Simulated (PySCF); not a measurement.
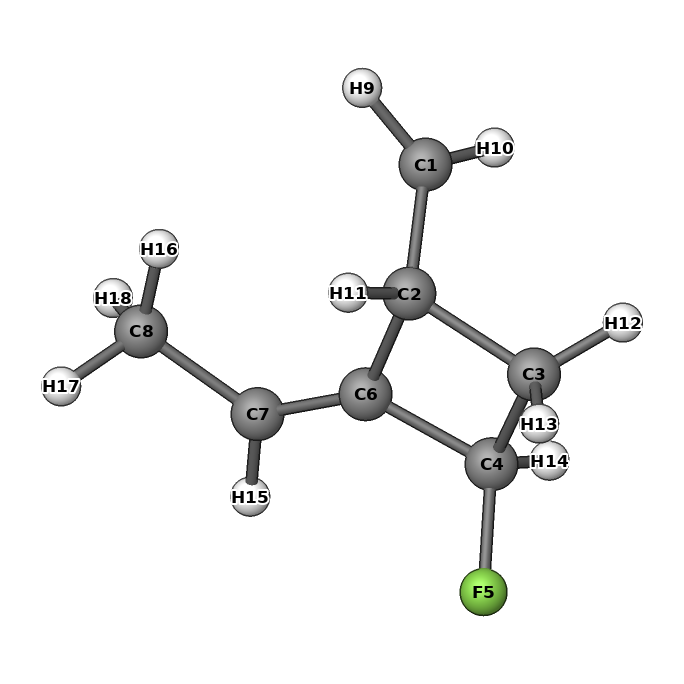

The questions are on Mulliken spin populations. State: neutral, doublet. The geometry was computed by an optimisation with GFN2-xTB. No frequency run is at hand to confirm it as a minimum. Level of theory: UKS B3LYP, pcH-1 on C F H, non-relativistic (PySCF 2.14.0).

List the Mulliken spin populations.

```json
{"atom": "C1", "value (e)": "1.06"}
{"atom": "C2", "value (e)": "−0.09"}
{"atom": "C3", "value (e)": "0.04"}
{"atom": "C4", "value (e)": "0.00"}
{"atom": "F5", "value (e)": "0.00"}
{"atom": "C6", "value (e)": "0.06"}
{"atom": "C7", "value (e)": "0.02"}
{"atom": "C8", "value (e)": "0.00"}
{"atom": "H9", "value (e)": "−0.05"}
{"atom": "H10", "value (e)": "−0.04"}
{"atom": "H11", "value (e)": "0.01"}
{"atom": "H12", "value (e)": "0.00"}
{"atom": "H13", "value (e)": "0.00"}
{"atom": "H14", "value (e)": "0.00"}
{"atom": "H15", "value (e)": "0.00"}
{"atom": "H16", "value (e)": "0.00"}
{"atom": "H17", "value (e)": "0.00"}
{"atom": "H18", "value (e)": "0.00"}
```

Mulliken values depend strongly on the basis set.
